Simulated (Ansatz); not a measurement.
## Run report: CH₄AlN, single-point calculation

- system: CH₄AlN
- method: RKS SPW92 (LDA)/def2-TZVPP (Ansatz 0.2.0)

The geometry comes from this level: PBE0-D4/def2-TZVP.

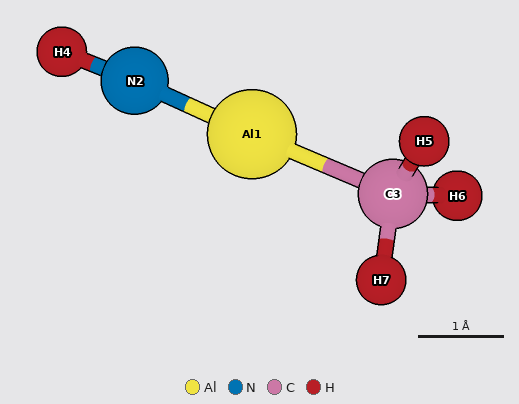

Figure 1. The input geometry (ball-and-stick view, seen at a tilt; atoms are numbered from 1 in the order of the input). Sticks mark near contacts. Bond lengths as drawn: Al–C 1.93 Å, Al–N 1.61 Å, C–H 1.09 Å and H–N 1.00 Å.

### Key numbers

- outcome: converged
- total energy: −9138.1473 eV
- SCF solution under orbital rotations: stable
- hardware: 4 threads of Intel Xeon @ 2.50GHz, 180 GiB of memory available, shared host
- wall time: 0.96 s (CPU time 2.6 s)
- peak memory: 0.51 GiB

### Input file
```yaml
crystal:
  periodic: [false, false, false]
  atoms:
    - {symbol: Al, position_ang: [-1.412824, 0.516167, -0.707476]}
    - {symbol: N, position_ang: [-2.258906, -0.496136, -1.635786]}
    - {symbol: C, position_ang: [-0.446087, 1.777740, 0.390802]}
    - {symbol: H, position_ang: [-2.737999, -1.166610, -2.196324]}
    - {symbol: H, position_ang: [-0.968595, 2.735871, 0.421150]}
    - {symbol: H, position_ang: [0.556211, 1.944263, -0.008492]}
    - {symbol: H, position_ang: [-0.352350, 1.403875, 1.412175]}
basis:
  gaussian: {orbitals: def2-TZVPP}
hamiltonian: {xc: lda}
```

Command:
```bash
ansatz run in.yaml --threads 4 --pin off --events-out ev --progress --plain --max-ram 9574MiB
```

### Log
```
Functional definition: SPW92
  name "SPW92"
  cite "Dirac, Proc. Camb. Phil. Soc. 26, 376 (1930) doi:10.1017/S0305004100016108"
  cite "Slater, Phys. Rev. 81, 385 (1951) doi:10.1103/PhysRev.81.385"
  cite "Perdew & Wang, Phys. Rev. B 45, 13244 (1992) doi:10.1103/PhysRevB.45.13244"
  exchange = slater_x
  correlation = pw_c
840 factors; their error is unknown
mean field evaluation 1: about -9111.4960 eV, gradient 1.1e2 eV
mean field evaluation 2: about -8999.6148 eV, gradient 1.7e2 eV
mean field evaluation 4: about -9135.7164 eV, gradient 3.0e1 eV
mean field evaluation 8: about -9138.1581 eV, gradient 5.1e-1 eV
mean field evaluation 16: about -9138.1473 eV, gradient 5.4e-4 eV
mean field -9138.14731176 eV, -335.8207196486 hartree, gradient 2.2e-5 eV, S^2 0.000000; 0 other end points of the search recorded, 0 dependent functions left out
reference -9138.14734774 eV, -335.8207209708 hartree; 15, 15 occupied and 145, 145 virtual orbitals, 840 factors
Total energy: -9138.14734774 eV, -335.8207209708 hartree
```
